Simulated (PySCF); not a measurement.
Consider C$_{8}$H$_{11}$N (SMILES CNc1ccccc1C).

Input file:

```
{"job": {"xc": "WP04", "basis": "pcSseg-1", "solvent": "chloroform", "kind": "nmr", "pop": true}, "charge": 0, "multiplicity": 1}
C     -2.461475    -1.160293    -0.493241
N     -1.562619    -0.047940    -0.409165
C     -0.228938    -0.190397    -0.096291
C      0.377313    -1.455158    -0.010841
C      1.735695    -1.574687     0.273996
C      2.515834    -0.443696     0.489336
C      1.914064     0.813408     0.411082
C      0.560728     0.967727     0.121918
C     -0.067415     2.325438     0.024912
H     -2.524953    -1.750237     0.443131
H     -2.164977    -1.852227    -1.299479
H     -3.468802    -0.794086    -0.733613
H     -1.974869     0.843780    -0.177130
H     -0.217644    -2.355470    -0.169710
H      2.182521    -2.570548     0.331803
H      3.580157    -0.533312     0.715547
H      2.515704     1.712139     0.576477
H     -0.533671     2.485637    -0.962750
H     -0.858486     2.471801     0.783357
H      0.676687     3.118799     0.177625
```

Launched as:

```sh
OMP_NUM_THREADS=1 python ens_run.py task.json out
```

Geometry: PBE0-D3(BJ)/def2-SVP.

Level of theory: WP04/pcSseg-1, SCF density, in a chloroform solvent model, non-relativistic (PySCF 2.14.0).

> What can the converged electron density and electron localisation function tell about the bonding?

C–N (1.38 Å): the density is about 2.2 e/Å³ at the midpoint; the ELF peaks at about 0.95 between the atoms: a covalent bond.
C–C (1.39 Å): ρ is about 2.1 e/Å³ halfway; the ELF peaks at about 0.95 between the atoms; localised, covalent bonding.
N–H (1.01 Å): ρ at the midpoint is about 3 e/Å³; the ELF climbs to about 1 towards the hydrogen, as it does in any bond to H: an ordinary covalent bond to hydrogen.
C–N (1.43 Å): ρ is about 2 e/Å³ halfway; the ELF peaks at about 0.95 between the atoms, as expected for localised, covalent bonding.

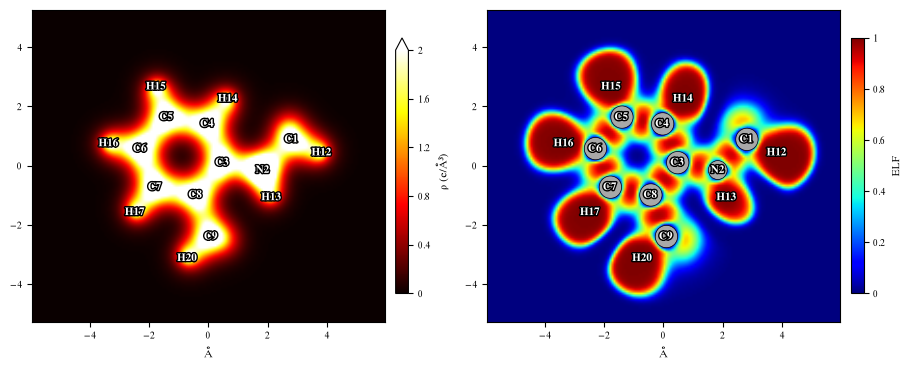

Computed electron density and electron localisation function on the plane of atoms C8, C9 and H20, in this order. Grey discs cover the atomic cores in the ELF map. 
